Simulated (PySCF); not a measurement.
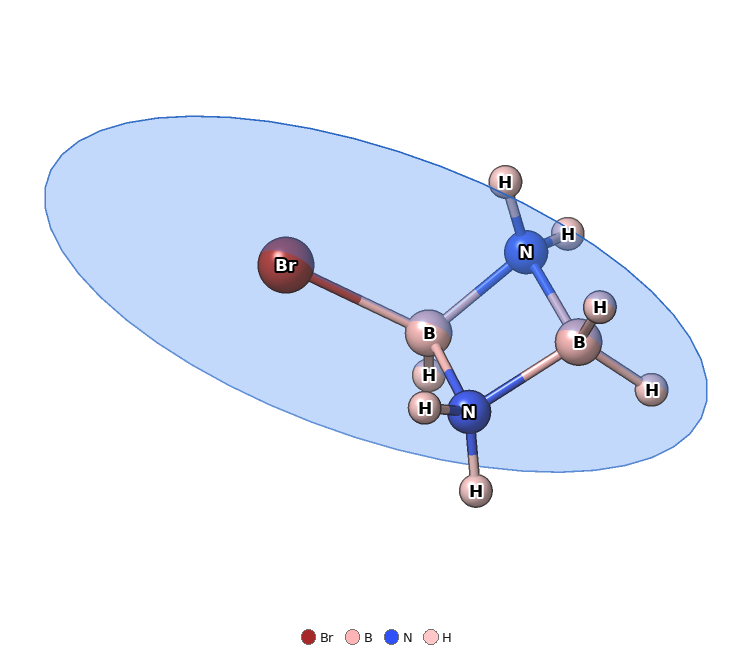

All proper rotation axes (lines) and mirror planes (discs) of the structure are drawn in. Depth is shown by fading: the farther an atom, the more it takes the colour of the background. Computed geometry: PBE0-D3(BJ)/def2-SVP optimisation. No frequency run is at hand to confirm it as a minimum.

Q: Name the symmetry elements and the point group.

A: It has 1 mirror plane. Point group Cs. The group has 2 operations. The geometry is achiral, and symmetry allows a dipole moment.
